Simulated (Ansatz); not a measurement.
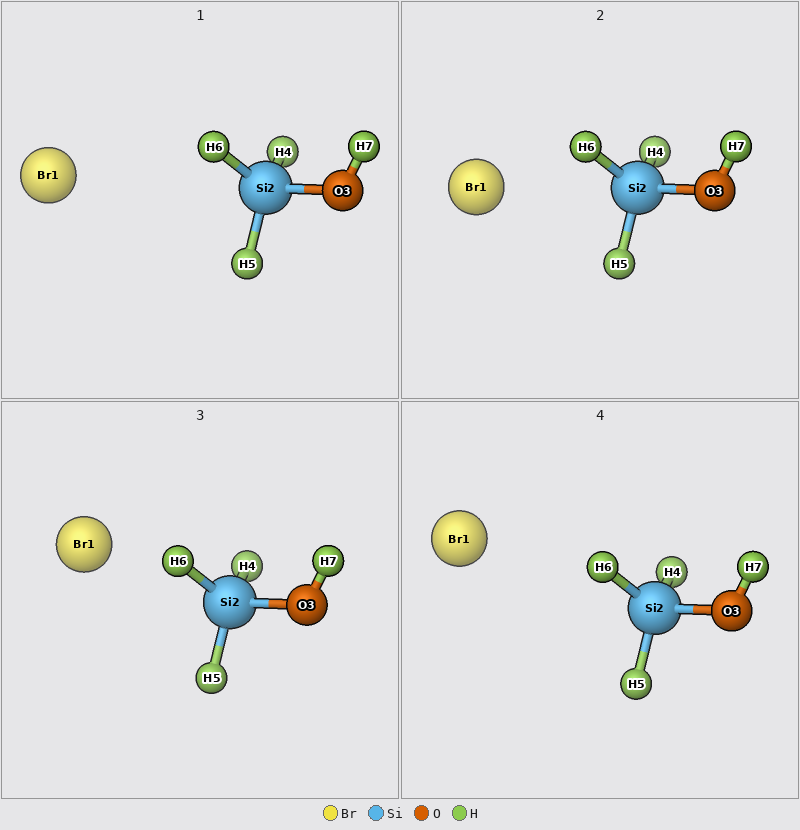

The pair Br···H₄OSi, charge −1. First axis: separation of Si2 and Br1 along their line in the relaxed pair. Second axis: sideways slip of Br1. Nothing is relaxed (both partners rigid). The scan uses a 15 × 15 grid. Points are written as (first, second). All energies are given in kcal/mol relative to the lowest grid point. Level of theory: RHF/def2-SVPD in Ansatz.

The numbered pictures are structures from this grid.

**Rank them by energy, lowest first.**

2, at (3.568 Å, 0.000 Å): 0.00 kcal/mol; 3, at (3.254 Å, 1.071 Å): 1.79 kcal/mol; 4, at (4.353 Å, 1.286 Å): 2.44 kcal/mol; 1, at (4.808 Å, 0.214 Å): 2.95 kcal/mol.

The map, with the structures marked:

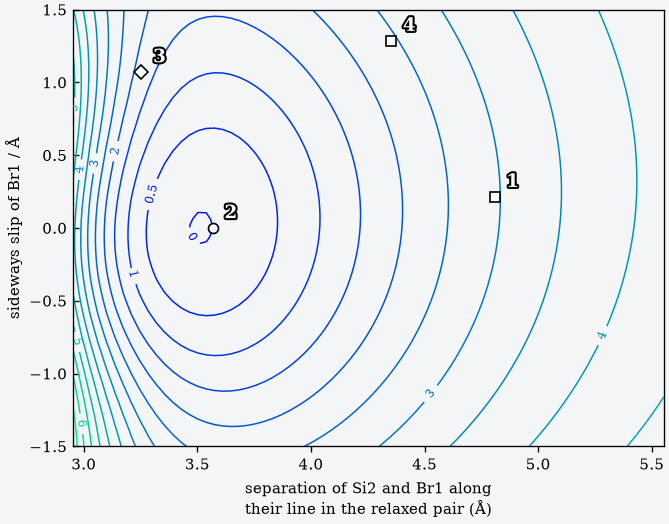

In the figure: contour lines labelled in kcal/mol. Between grid points the surface is interpolated.
